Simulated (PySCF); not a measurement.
## CH2ClF3Si: geometry relaxation

System: CH2ClF3Si, SMILES FC(F)(F)[SiH2]Cl.
Method: PBE0-D3(BJ)/def2-SVP geometry optimisation, gas phase (PySCF 2.14.0).

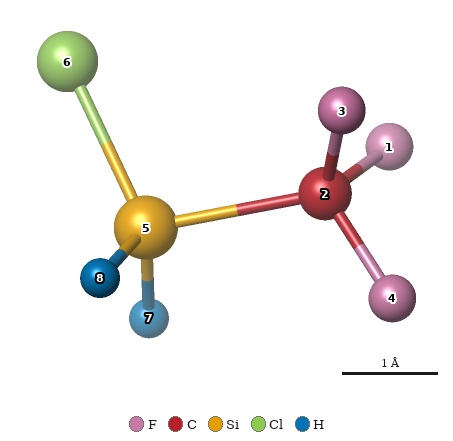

Fig. 1: The structure as given in the input (ball-and-stick view, seen at a tilt; atoms are numbered from 1 in the order of the input).

**Summary**

| quantity | value |
| --- | --- |
| outcome | converged |
| total energy | −1087.485790 hartree |
| dipole moment | 1.75 D |
| point group | Cs |
| hardware | 1 CPU thread, shared host |
| wall time | 22 s |
| peak memory | 0.42 GiB |

**Input file**
```
{"job": {"xc": "PBE0", "basis": "def2-SVP", "d3": "d3bj", "grid": 1, "shake": 0.01, "kind": "geom"}, "charge": 0, "multiplicity": 1}
F      1.568000     0.129120    -1.101210
C      0.934580    -0.019300     0.083610
F      1.352380     0.987710     0.864540
F      1.489130    -1.143030     0.604850
Si    -1.012470    -0.098650    -0.062400
Cl    -1.592100     1.640780    -0.839680
H     -1.246680    -1.237120    -0.918570
H     -1.437720    -0.278640     1.316390
```

The first line tells a small driver script what to run in PySCF; the rest is the geometry in Å.

Launched with:
```bash
OMP_NUM_THREADS=1 python <driver script> task.json out
```

**The program's output**
```
step   0  E = -1087.48001530  max force = 0.033832
step   1  E = -1087.48428099  max force = 0.016275
step   2  E = -1087.48529997  max force = 0.005042
step   3  E = -1087.48570131  max force = 0.002765
step   4  E = -1087.48578215  max force = 0.001355
step   5  E = -1087.48578973  max force = 0.000401
optimisation converged
```

**Trajectory as extended XYZ (Å, eV, eV/Å), 6 frames, from step=0 to step=5**
```
8
Properties=species:S:1:pos:R:3:forces:R:3 step=0 energy=-29591.83849
F     1.5680    0.1291   -1.1012   -0.6161   0.2132   0.0547
C     0.9346   -0.0193    0.0836    1.3785  -0.3032  -0.1784
F     1.3524    0.9877    0.8645   -0.3404   0.0726  -0.0175
F     1.4891   -1.1430    0.6048   -0.7889   0.1544   0.0831
Si   -1.0125   -0.0987   -0.0624    1.7397  -0.5730   0.5951
Cl   -1.5921    1.6408   -0.8397   -0.5356   1.0751  -0.5113
H    -1.2467   -1.2371   -0.9186   -0.4036  -0.5813  -0.5246
H    -1.4377   -0.2786    1.3164   -0.4336  -0.0578   0.4989
8
Properties=species:S:1:pos:R:3:forces:R:3 step=1 energy=-29591.95456
F     1.2963    0.0416   -1.3384    0.2974   0.0234  -0.0980
C     0.9909   -0.1013   -0.0445   -0.8369  -0.0341  -0.1774
F     1.7250    0.7479    0.6563    0.2296   0.0992   0.1593
F     1.3127   -1.3517    0.3165    0.3636  -0.1373   0.1142
Si   -0.9266    0.0290    0.1464   -0.0821   0.1010  -0.3446
Cl   -1.5789    1.8402   -0.5983    0.0716  -0.1025   0.1472
H    -1.4139   -1.0618   -0.7409   -0.0795   0.0332   0.1076
H    -1.3443   -0.1393    1.5560    0.0363   0.0171   0.0917
8
Properties=species:S:1:pos:R:3:forces:R:3 step=2 energy=-29591.98229
F     1.3429    0.0398   -1.3403   -0.0409  -0.0391  -0.0176
C     0.9812   -0.1098   -0.0585    0.0878  -0.1591  -0.1582
F     1.7010    0.7480    0.6560   -0.0628   0.2593   0.1917
F     1.3556   -1.3442    0.3238   -0.0708  -0.0620  -0.0310
Si   -0.9403    0.0210    0.1272   -0.0075   0.0685  -0.1036
Cl   -1.5778    1.8503   -0.5715    0.0718  -0.0777   0.0722
H    -1.4785   -1.0615   -0.7352   -0.0344   0.0100   0.0307
H    -1.3230   -0.1391    1.5517    0.0569   0.0003   0.0157
8
Properties=species:S:1:pos:R:3:forces:R:3 step=3 energy=-29591.99321
F     1.3606    0.0362   -1.3471   -0.0197  -0.0235   0.1227
C     0.9766   -0.1161   -0.0711    0.1422  -0.1289  -0.1093
F     1.6564    0.7667    0.6639   -0.0773   0.0444  -0.0005
F     1.3658   -1.3445    0.3234   -0.0641   0.1064  -0.0615
Si   -0.9408    0.0114    0.1121   -0.0055   0.0350   0.0772
Cl   -1.5546    1.8580   -0.5456    0.0214  -0.0184   0.0020
H    -1.5213   -1.0613   -0.7316   -0.0187   0.0014  -0.0173
H    -1.2815   -0.1459    1.5490    0.0217  -0.0164  -0.0131
8
Properties=species:S:1:pos:R:3:forces:R:3 step=4 energy=-29591.99541
F     1.3699    0.0363   -1.3503   -0.0123  -0.0004   0.0420
C     0.9741   -0.1192   -0.0811    0.0575  -0.0584  -0.0697
F     1.6295    0.7781    0.6610   -0.0109   0.0105   0.0044
F     1.3729   -1.3407    0.3169   -0.0171   0.0484  -0.0085
Si   -0.9412    0.0054    0.1111   -0.0002  -0.0051   0.0672
Cl   -1.5418    1.8604   -0.5278   -0.0098   0.0163  -0.0148
H    -1.5451   -1.0579   -0.7290   -0.0074   0.0054  -0.0153
H    -1.2571   -0.1578    1.5524    0.0003  -0.0166  -0.0054
8
Properties=species:S:1:pos:R:3:forces:R:3 step=5 energy=-29591.99562
F     1.3695    0.0393   -1.3550   -0.0037   0.0011   0.0109
C     0.9747   -0.1190   -0.0872   -0.0128  -0.0105  -0.0196
F     1.6231    0.7831    0.6563    0.0140   0.0084   0.0004
F     1.3787   -1.3370    0.3116    0.0062   0.0057  -0.0022
Si   -0.9409    0.0025    0.1152    0.0081  -0.0141   0.0206
Cl   -1.5431    1.8595   -0.5172   -0.0102   0.0150  -0.0044
H    -1.5522   -1.0551   -0.7276   -0.0012   0.0040  -0.0058
H    -1.2486   -0.1688    1.5571   -0.0005  -0.0096  -0.0001
```

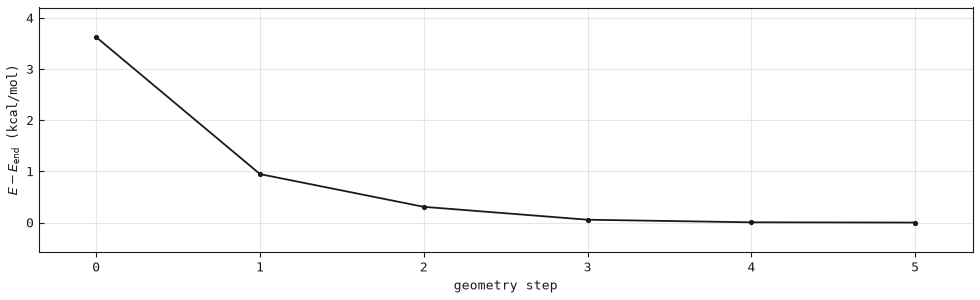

Fig. 2: Progress of the relaxation, step by step (steps are counted from 0).

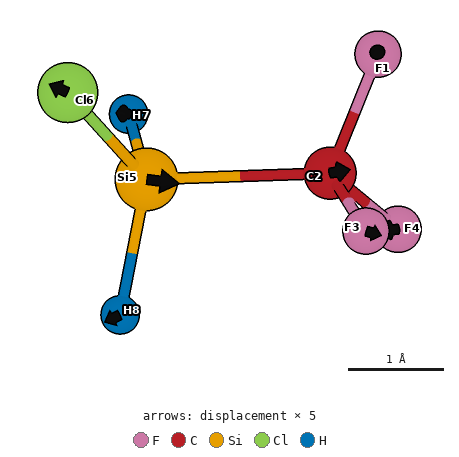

Fig. 3: The starting structure with the displacements as black arrows, magnified 5 times (ball-and-stick view, seen at a tilt). The two geometries are laid on each other by the best rigid fit. After 5 geometry steps the energy has fallen by 3.62 kcal/mol. The largest force component goes from 1.7 to 0.021 eV/Å. The atom that moves furthest after the best rigid fit is Si5 (0.073 Å). By element the largest moves are Si 0.073 Å, C 0.047 Å, F 0.047 Å, Cl 0.045 Å, H 0.038 Å. Among the contacts that change: Si5–Cl6 1.991 → 2.052 Å, Si5–H7 1.444 → 1.484 Å, Si5–H8 1.454 → 1.484 Å, C2–Si5 1.954 → 1.930 Å. Among the angles that change: F4–C2–Si5 113.7° → 108.9°, C2–Si5–H8 103.0° → 107.5°, C2–Si5–H7 103.8° → 107.7°. (Atoms are counted from 1 in the order of the input.)
